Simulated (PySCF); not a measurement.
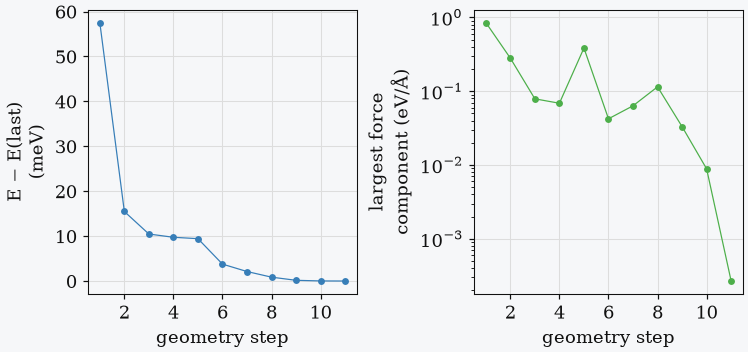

History of a geometry optimisation. The start has point group C2v, which is kept. A held symmetry can leave a saddle point.

- system: Cl$_{2}$Fe molecule (charge +1), multiplicity 6
- method: UKS-based PBE0, Fe def2-SVP, Cl def2-SVP; non-relativistic Hamiltonian; density fitting in PySCF 2.14.0

### How did it end, and what did it gain?

The optimisation met its thresholds at geometry 11, counting the start as the first. The energy fell by about 58 meV from the first step to the last. The largest force component goes from about 0.85 eV/Å at the start to 2.7 × 10⁻⁴ eV/Å at the end.

### By which step was nine tenths of the energy gained?

By step 6 of 11.
